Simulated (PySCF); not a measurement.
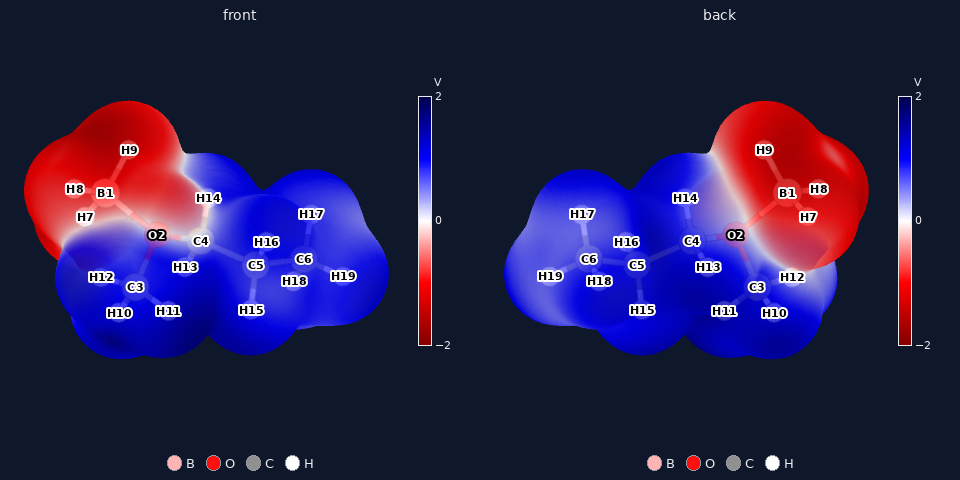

C$_{4}$H$_{13}$BO (SMILES [BH3-][O+](C)CCC). The molecular electrostatic potential painted on the density surface at 0.004 e/bohr³, seen from the front and from behind; red is negative and blue positive.

Geometry: GFN2-xTB.

All numbers below come from PBE0/pcSseg-1, SCF density, gas phase, non-relativistic in PySCF.

```csv
atom,x (Å),y (Å),z (Å)
B,-2.0573,1.3577,-0.0293
O,-1.0078,0.2055,0.5380
C,-1.5929,-1.0817,0.4867
C,0.2465,0.2798,-0.1314
C,1.3565,-0.4836,0.5903
C,2.7186,-0.1289,0.0053
H,-2.2458,1.0993,-1.1777
H,-3.0173,1.2339,0.6552
H,-1.4834,2.3814,0.1432
H,-1.7275,-1.4143,-0.5477
H,-0.9772,-1.8004,1.0317
H,-2.5681,-1.0046,0.9614
H,0.1413,-0.0717,-1.1669
H,0.4926,1.3429,-0.1554
H,1.2045,-1.5616,0.5030
H,1.3308,-0.2203,1.6499
H,2.9195,0.9335,0.1159
H,2.7545,-0.3751,-1.0533
H,3.5028,-0.6826,0.5147
```

Where is the surface potential most negative and most positive?

The most negative region (about −1.6 V) lies over H9, the most positive (about +1.7 V) over C3 and H11.
